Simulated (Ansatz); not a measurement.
```yaml
atoms:
  - { symbol: Al, position_ang: [-0.0331, -0.0369, -0.0251] }
  - { symbol: H, position_ang: [0.0031, -0.3813, 1.5215] }
  - { symbol: Cl, position_ang: [1.7498, 0.3968, -1.0885] }
  - { symbol: N, position_ang: [-1.5604, 0.0001, -0.9290] }
  - { symbol: H, position_ang: [-2.4775, -0.1924, -0.5195] }
  - { symbol: H, position_ang: [-1.6568, 0.2137, -1.9244] }
```

Method: RKS PBE-D4/def2-SVP (Ansatz 0.2.0).

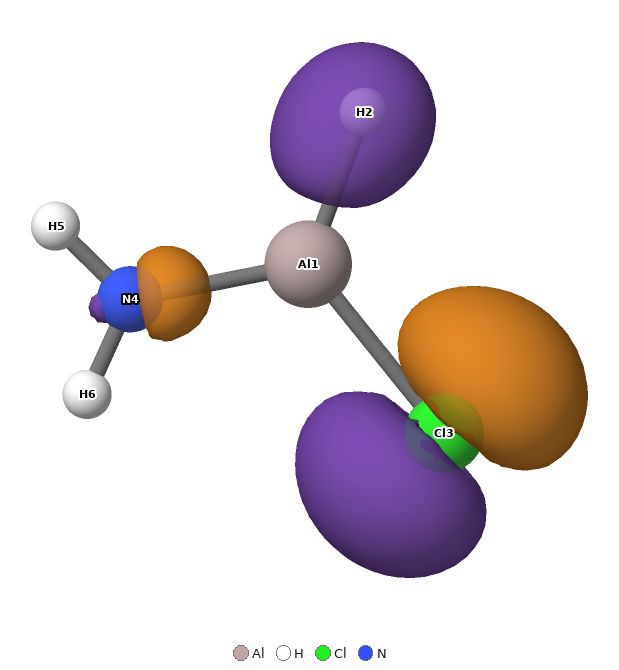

AlClH3N. The HOMO−1 at ±0.15 Å⁻³ᐟ² (orange and purple are the two phases), seen across its widest extent.

**Describe this orbital and give its energy.**

It lies mainly on Cl3 (about 70 %) and H2 (about 15 %); it is symmetric in the molecular plane (an in-plane orbital: σ, lone-pair or in-plane π type); largely a lone pair of Cl3. Its energy is −7.23 eV.
